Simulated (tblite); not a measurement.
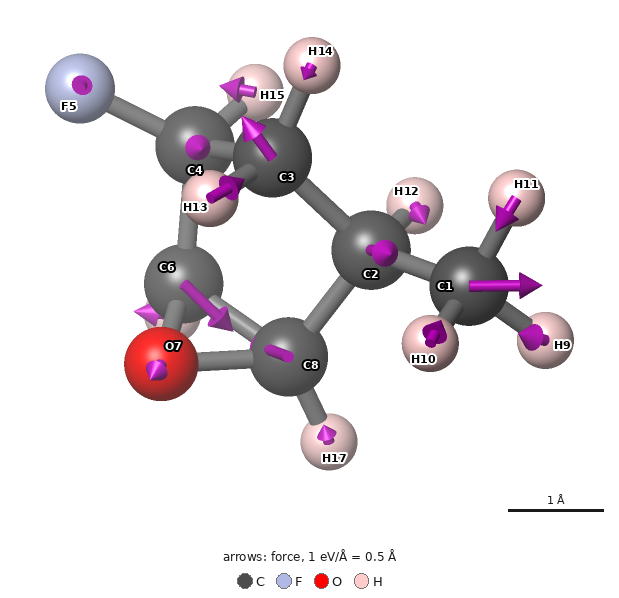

Starting geometry of C₆H₉FO with the computed forces as purple arrows. Style: ball-and-stick. Shown at a tilt.

All numbers below come from tblite 0.8.0, GFN2-xTB geometry optimisation, gas phase. 

What follows when this structure is relaxed?

Answer. It isn't relaxed: the largest force vector, on a C atom, is 2.35 eV/Å. The final displacements have little in common with the starting forces (cosine between the two patterns 0.26). An H atom moves most after the best rigid fit: 0.55 Å. By element the largest moves are H 0.55 Å, F 0.40 Å, C 0.38 Å, O 0.37 Å. Some distances before and after: C–C 1.533 → 1.464 Å, C–H 1.122 → 1.091 Å, C–C 1.509 → 1.539 Å, C–C 1.492 → 1.522 Å. Bond angles that change, for instance: C–C–H 112.6° → 124.2°, C–C–C 100.8° → 109.8°, C–C–O 122.3° → 114.5°. Groups turn about C–C by about 25°, C–C by about 25°. Over 56 geometry steps the energy falls by 19.4 kcal/mol. The run took 0.29 s on 1 thread of Intel(R) Xeon(R) Platinum 8559C (shared host).
